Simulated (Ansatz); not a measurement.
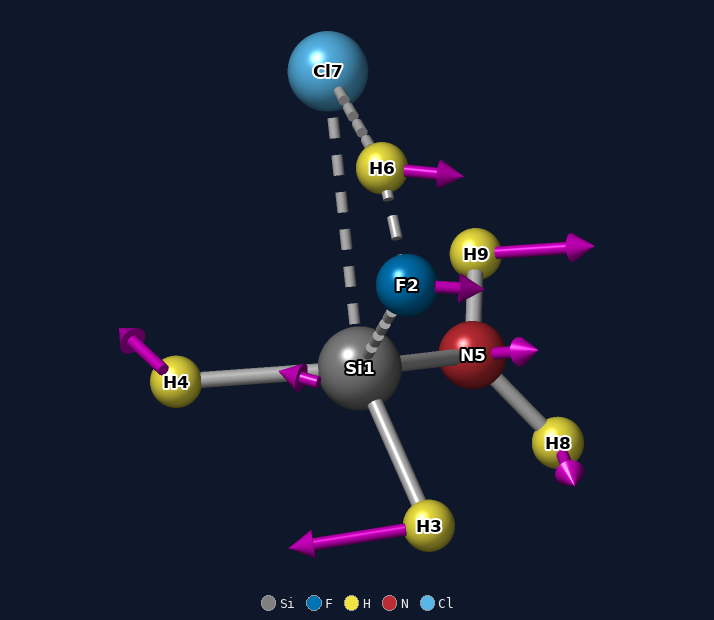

The arrows show one normal mode. Broken sticks mark bonds that form or break. Harmonic vibrations computed with RKS PBE0-D4/def2-TZVP (Ansatz 0.2.0) at a stationary point of the same level. It is a saddle point of order 1.

> Estimate its harmonic wavenumber.

109 cm⁻¹; it is mode 2 of 21 counted from the lowest.
